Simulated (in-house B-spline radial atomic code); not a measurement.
B⁺, C⁺, Sc⁺, Fe⁺, Cu⁺, Zr⁺, Ag⁺, Cd⁺, Pr⁺, Eu⁺, Dy⁺ and Lu⁺. The calculation used Hartree–Fock ΔSCF (a B-spline radial atomic code). Open p, d and f shells are averaged over both j, so the values don't run from ground level to ground level.

A figure with this caption is to be made: «Ionisation energies with and without relativity, with NIST's values as crosses.» What will it show?

With relativity the highest value is 24.04 eV (C⁺) and the lowest 9.844 eV (Pr⁺). Relativity matters most for Lu⁺ ([Xe] 4f14 6s2 → [Xe] 4f14 6s1), where it raises the value from 11.80 eV to 12.60 eV (NIST 14.13 eV, semi-empirical).

The result:

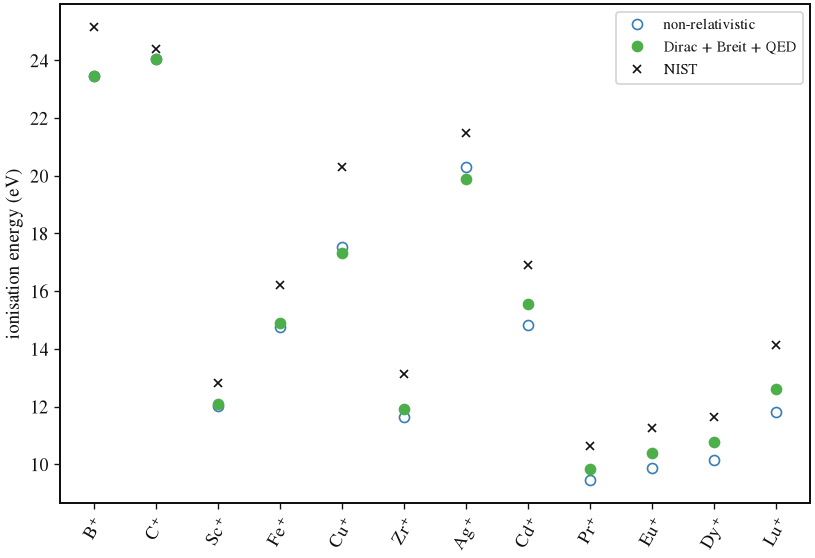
